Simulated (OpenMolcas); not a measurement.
## How basis sets differ on GeCNClF (SMILES N#[C][Ge]([F])[Cl])

GeCNClF: 5 atoms, total charge 0, spin state doublet. As SMILES, `N#[C][Ge]([F])[Cl]`. The coordinates come from a PBE0-D4/def2-TZVP relaxation.

Quantity: the dipole moment, in D. The values are calculated.

| level | kind | program | value (D) | CPU time |
| --- | --- | --- | --- | --- |
| ROHF/ANO-R0 (sfX2C) | Hartree–Fock | OpenMolcas | 2.36 | 8.3 s |
| UHF/STO-3G | Hartree–Fock | OpenMolcas | 3.25 | 4.7 s |
| UHF/3-21G | Hartree–Fock | OpenMolcas | 3.15 | 7 s |
| UHF/cc-pVDZ | Hartree–Fock | OpenMolcas | 2.98 | 20 s |

All-electron rows without a relativistic Hamiltonian named are non-relativistic. The values span 2.36 to 3.25 D. Magnitudes only. Sets without polarisation functions give poor dipoles. CPU times are rough (shared hosts, several kinds of processor and program).

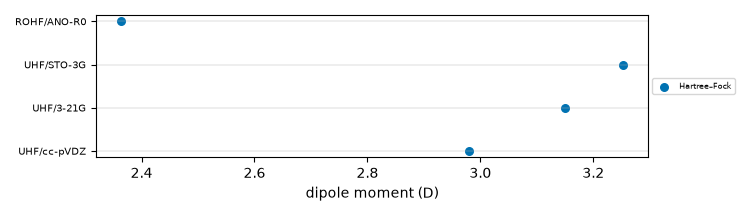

The values of the table, level by level.
